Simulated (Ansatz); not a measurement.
The starting structures come from a database of crystals and need not be the phases stable at ambient conditions.

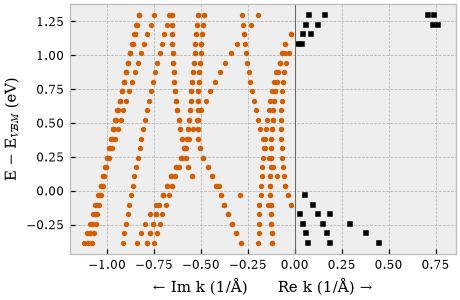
Complex bands at the centre of the two-dimensional zone; PBEsol in Ansatz (a quantum-chemistry and plane-wave program)

The gap is the functional's own. No spin-orbit coupling. Mid-gap values are interpolated on the energy grid.

Problem. This is ZnSiAs₂ (I-42d, chalcopyrite, not sure to be the ambient phase, 8 atoms a cell, 21.5 Å³ an atom) along the normal of (110). Read off the slowest decay at the centre of the two-dimensional zone at 0.53 eV, the computed energy nearest the middle of the gap.

Solution. κ ≈ 0.07 1/Å, a decay length 1/(2κ) of the density of 7.0 Å.
